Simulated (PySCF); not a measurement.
# B⁻: dipole response in dyall-av3z

How polarisable is B⁻ at the levels listed below?

The numbers are computed with PySCF 2.14.0 (unrestricted determinants in a Gaussian basis, no spin-orbit coupling in the energies), except any that are marked as measured or tabulated.

### Step 1. Starting point

| Property | Result |
| --- | --- |
| Element | boron (Z = 5) |
| Basis | dyall-av3z |
| Hamiltonian | the spin-free X2C one-electron Hamiltonian (Gaussian nucleus) |
| State 1 | B⁻: [He] 2s2 2p2, high-spin 3P determinant |
| Methods | UHF, PBE, PBE0, B97-3, wB97M-V |

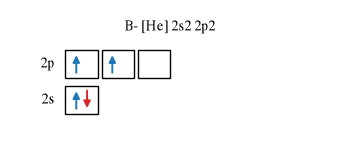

Occupation of the outer shells (arrows by Hund's rule).

One driver process ran all states and methods and kept the integrals in memory. Each run is shown as a PySCF script that sums up its settings (the driver passes frozen orbitals as a list and adds second-order terms of double hybrids); the logs are those of the runs themselves. The driver starts from symmetry-adapted Hartree-Fock orbitals, holds the occupation by maximum overlap and uses a logarithmic radial grid for functionals, so a plain start would take other cycles.

The driver's launch:

```console
$ OMP_NUM_THREADS=1 python atomrun2.py TASK.json OUT
```

The integrals over 71 functions and the set-up took 0.23 s of CPU time.

### Step 2. B⁻: the ladder of methods

Level: UHF.

Input file input.py:

```python
from pyscf import gto, scf, dft, mp, cc
import basis_set_exchange as bse
mol = gto.M(atom="B 0 0 0", charge=-1, spin=2, symmetry="D2h",
            basis=gto.basis.parse(bse.get_basis("dyall-av3z", elements=["B"], fmt="nwchem", header=False)),
            nucmod="G")
mf = scf.UHF(mol).sfx2c1e()
mf.irrep_nelec = {'Ag': (2, 2), 'B1u': (1, 0), 'B2u': (1, 0)}
mf.kernel()
```

The program printed:

```text
damping factor = 0
level_shift factor = 0
DIIS = <class 'pyscf.scf.diis.CDIIS'>
diis_start_cycle = 1
diis_space = 10
diis_damp = 0
SCF conv_tol = 1e-09
SCF conv_tol_grad = None
number electrons alpha = 4  beta = 2
cycle= 1 E= -24.5282060133645  delta_E= -0.00225  |g|= 0.0161  |ddm|= 0.0294
cycle= 2 E= -24.528536898922  delta_E= -0.000331  |g|= 0.00637  |ddm|= 0.012
cycle= 3 E= -24.5286074746654  delta_E= -7.06e-05  |g|= 0.000754  |ddm|= 0.00908
cycle= 4 E= -24.5286102390464  delta_E= -2.76e-06  |g|= 0.00036  |ddm|= 0.00311
cycle= 5 E= -24.5286109861599  delta_E= -7.47e-07  |g|= 0.000152  |ddm|= 0.00198
cycle= 6 E= -24.5286111236515  delta_E= -1.37e-07  |g|= 3.81e-05  |ddm|= 0.00106
cycle= 7 E= -24.528611128207  delta_E= -4.56e-09  |g|= 9.27e-06  |ddm|= 0.000178
cycle= 8 E= -24.5286111286228  delta_E= -4.16e-10  |g|= 1.24e-06  |ddm|= 7.66e-05
converged SCF energy = -24.5286111286228  <S^2> = 2.0093915  2S+1 = 3.0062545
```

CPU time 7.2 s on a shared host, the integrals not counted.

Orbital energies by shell (radii are means over both spins):

```
shell  electrons  mean orbital energy (eV)  spread (eV)  rms radius (bohr)
 1s α          1                   -202.17            0              0.379
 1s β          1                   -201.74            0              0.379
 2s α          1                    -8.507            0               2.37
 2s β          1                    -4.573            0               2.37
 2p α          2                    -0.777            0               3.73
```

⟨S²⟩ = 2.009, ⟨L²⟩ = 2.03.

The driver then solved the coupled dipole response at imaginary frequencies: mean α = 119.4 bohr³ (xx, yy, zz: 53.56, 152.3, 152.3), C₆ = 1191 au for a like pair.

Level: PBE.

Changes to input.py:

```diff
@@ -5,3 +5,3 @@
             nucmod="G")
-mf = scf.UHF(mol).sfx2c1e()
+mf = dft.UKS(mol, xc="PBE").sfx2c1e()
 mf.irrep_nelec = {'Ag': (2, 2), 'B1u': (1, 0), 'B2u': (1, 0)}
```

The program printed:

```text
damping factor = 0
level_shift factor = 0
DIIS = <class 'pyscf.scf.diis.CDIIS'>
diis_start_cycle = 1
diis_space = 10
diis_damp = 0
SCF conv_tol = 1e-09
SCF conv_tol_grad = None
number electrons alpha = 4  beta = 2
XC functionals = PBE
    J. P. Perdew, K. Burke, and M. Ernzerhof.,  Phys. Rev. Lett. 77, 3865 (1996)
    J. P. Perdew, K. Burke, and M. Ernzerhof.,  Phys. Rev. Lett. 78, 1396 (1997)
    J. P. Perdew, K. Burke, and M. Ernzerhof.,  Phys. Rev. Lett. 77, 3865 (1996)
    J. P. Perdew, K. Burke, and M. Ernzerhof.,  Phys. Rev. Lett. 78, 1396 (1997)
cycle= 1 E= -24.6354878094286  delta_E= -0.000346  |g|= 0.0582  |ddm|= 0.488
cycle= 2 E= -24.6043788820617  delta_E= 0.0311  |g|= 0.155  |ddm|= 0.557
cycle= 3 E= -24.6400180333786  delta_E= -0.0356  |g|= 0.0378  |ddm|= 0.241
cycle= 4 E= -24.642876150835  delta_E= -0.00286  |g|= 0.00103  |ddm|= 0.118
cycle= 5 E= -24.6428772360284  delta_E= -1.09e-06  |g|= 0.000536  |ddm|= 0.00514
cycle= 6 E= -24.6428777712758  delta_E= -5.35e-07  |g|= 2.6e-05  |ddm|= 0.00117
cycle= 7 E= -24.642877772949  delta_E= -1.67e-09  |g|= 5.48e-06  |ddm|= 0.000172
cycle= 8 E= -24.642877773009  delta_E= -6e-11  |g|= 2.35e-07  |ddm|= 1.29e-05
converged SCF energy = -24.642877773009  <S^2> = 2.0028071  2S+1 = 3.0018708
```

CPU time 0.73 s on a shared host, the integrals not counted.

At PBE the highest occupied level has a positive energy, so only the finite basis holds that electron; in a density functional this comes from self-interaction and does not mean that the real anion is unbound.

Level: PBE0.

Changes to input.py:

```diff
@@ -5,3 +5,3 @@
             nucmod="G")
-mf = dft.UKS(mol, xc="PBE").sfx2c1e()
+mf = dft.UKS(mol, xc="PBE0").sfx2c1e()
 mf.irrep_nelec = {'Ag': (2, 2), 'B1u': (1, 0), 'B2u': (1, 0)}
```

The program printed:

```text
damping factor = 0
level_shift factor = 0
DIIS = <class 'pyscf.scf.diis.CDIIS'>
diis_start_cycle = 1
diis_space = 10
diis_damp = 0
SCF conv_tol = 1e-09
SCF conv_tol_grad = None
number electrons alpha = 4  beta = 2
XC functionals = PBE0
    C. Adamo and V. Barone.,  J. Chem. Phys. 110, 6158 (1999)
    M. Ernzerhof and G. E. Scuseria.,  J. Chem. Phys. 110, 5029 (1999)
cycle= 1 E= -24.6444924723087  delta_E= -0.00403  |g|= 0.00869  |ddm|= 0.135
cycle= 2 E= -24.6445936693844  delta_E= -0.000101  |g|= 0.00184  |ddm|= 0.0279
cycle= 3 E= -24.6445991495874  delta_E= -5.48e-06  |g|= 0.000801  |ddm|= 0.00746
cycle= 4 E= -24.644599790919  delta_E= -6.41e-07  |g|= 0.000476  |ddm|= 0.00308
cycle= 5 E= -24.6446001245011  delta_E= -3.34e-07  |g|= 1e-05  |ddm|= 0.000833
cycle= 6 E= -24.6446001248194  delta_E= -3.18e-10  |g|= 2.41e-06  |ddm|= 8.55e-05
converged SCF energy = -24.6446001248194  <S^2> = 2.0034608  2S+1 = 3.0023063
```

CPU time 0.78 s on a shared host, the integrals not counted.

At PBE0 the highest occupied level has a positive energy, so only the finite basis holds that electron; in a density functional this comes from self-interaction and does not mean that the real anion is unbound.

Level: B97-3.

Changes to input.py:

```diff
@@ -5,3 +5,3 @@
             nucmod="G")
-mf = dft.UKS(mol, xc="PBE0").sfx2c1e()
+mf = dft.UKS(mol, xc="HYB_GGA_XC_B97_3").sfx2c1e()
 mf.irrep_nelec = {'Ag': (2, 2), 'B1u': (1, 0), 'B2u': (1, 0)}
```

The program printed:

```text
damping factor = 0
level_shift factor = 0
DIIS = <class 'pyscf.scf.diis.CDIIS'>
diis_start_cycle = 1
diis_space = 10
diis_damp = 0
SCF conv_tol = 1e-09
SCF conv_tol_grad = None
number electrons alpha = 4  beta = 2
XC functionals = HYB_GGA_XC_B97_3
    T. W. Keal and D. J. Tozer.,  J. Chem. Phys. 123, 121103 (2005)
cycle= 1 E= -24.6734891696763  delta_E= -0.0041  |g|= 0.0131  |ddm|= 0.169
cycle= 2 E= -24.6735890604625  delta_E= -9.99e-05  |g|= 0.0151  |ddm|= 0.071
cycle= 3 E= -24.6738594006473  delta_E= -0.00027  |g|= 0.0019  |ddm|= 0.0253
cycle= 4 E= -24.6738965465796  delta_E= -3.71e-05  |g|= 0.00185  |ddm|= 0.0298
cycle= 5 E= -24.6739097984491  delta_E= -1.33e-05  |g|= 0.000479  |ddm|= 0.0186
cycle= 6 E= -24.6739115806755  delta_E= -1.78e-06  |g|= 0.000258  |ddm|= 0.00842
cycle= 7 E= -24.6739120151367  delta_E= -4.34e-07  |g|= 4.54e-05  |ddm|= 0.0055
cycle= 8 E= -24.6739120259195  delta_E= -1.08e-08  |g|= 2.45e-06  |ddm|= 0.000885
cycle= 9 E= -24.673912025936  delta_E= -1.65e-11  |g|= 4.46e-07  |ddm|= 4.02e-05
converged SCF energy = -24.673912025936  <S^2> = 2.0049921  2S+1 = 3.0033262
```

It used 1.1 s of CPU time after the integrals (shared host).

At B97-3 the highest occupied level has a positive energy, so only the finite basis holds that electron; in a density functional this comes from self-interaction and does not mean that the real anion is unbound.

Level: wB97M-V.

Changes to input.py:

```diff
@@ -5,3 +5,3 @@
             nucmod="G")
-mf = dft.UKS(mol, xc="HYB_GGA_XC_B97_3").sfx2c1e()
+mf = dft.UKS(mol, xc="WB97M_V").sfx2c1e()
 mf.irrep_nelec = {'Ag': (2, 2), 'B1u': (1, 0), 'B2u': (1, 0)}
```

The program printed:

```text
damping factor = 0
level_shift factor = 0
DIIS = <class 'pyscf.scf.diis.CDIIS'>
diis_start_cycle = 1
diis_space = 10
diis_damp = 0
SCF conv_tol = 1e-09
SCF conv_tol_grad = None
number electrons alpha = 4  beta = 2
XC functionals = WB97M_V
    N. Mardirossian and M. Head-Gordon.,  J. Chem. Phys. 144, 214110 (2016)
NLC functional = WB97M_V
cycle= 1 E= -24.6699075887079  delta_E= -0.00367  |g|= 0.0112  |ddm|= 0.136
cycle= 2 E= -24.6701151663895  delta_E= -0.000208  |g|= 0.00515  |ddm|= 0.0309
cycle= 3 E= -24.6701503982665  delta_E= -3.52e-05  |g|= 0.00155  |ddm|= 0.00905
cycle= 4 E= -24.6701622043146  delta_E= -1.18e-05  |g|= 0.000804  |ddm|= 0.00794
cycle= 5 E= -24.6701654447179  delta_E= -3.24e-06  |g|= 0.000175  |ddm|= 0.00547
cycle= 6 E= -24.670165581991  delta_E= -1.37e-07  |g|= 2.47e-05  |ddm|= 0.00106
cycle= 7 E= -24.6701655836479  delta_E= -1.66e-09  |g|= 3.76e-06  |ddm|= 0.000137
cycle= 8 E= -24.6701655837178  delta_E= -6.99e-11  |g|= 7.23e-07  |ddm|= 3.93e-05
converged SCF energy = -24.6701655837178  <S^2> = 2.0012931  2S+1 = 3.000862
```

CPU time 38 s on a shared host, the integrals not counted.

The driver then solved the coupled dipole response at imaginary frequencies: mean α = 151.6 bohr³ (xx, yy, zz: 63.12, 195.8, 195.8), C₆ = 1559 au for a like pair.

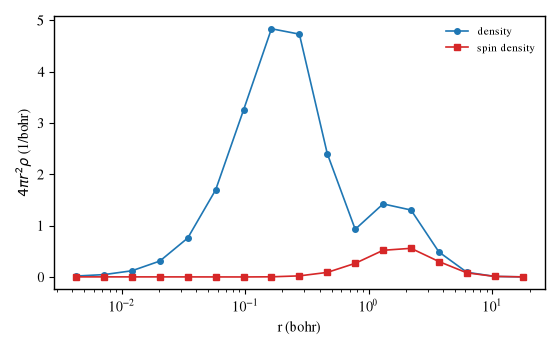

Radial density 4πr²ρ of B⁻ at UHF, at 17 stored radii joined by straight lines.

### Step 3. Polarisabilities and C₆

B⁻, in atomic units:

```
 method  mean α  C₆ (like pair)  S(−4)
    UHF   119.4            1191  18540
wB97M-V   151.6            1559  37050
```

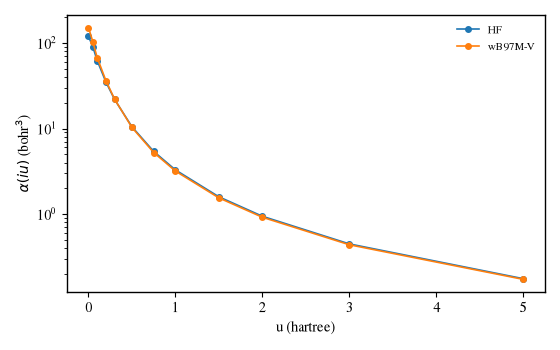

α(iu) of B⁻, the polarisability at imaginary frequency, on a logarithmic scale.

### Step 4. Results

```
quantity                                 value
 α of B⁻  119.4 (UHF) to 151.6 (wB97M-V) bohr³
```

In words: A single London oscillator with the computed α and C₆ of B⁻ at UHF would have ω = 4 C₆ / (3 α²) = 0.111 hartree. All values hold for this basis alone; no basis-set limit was taken.
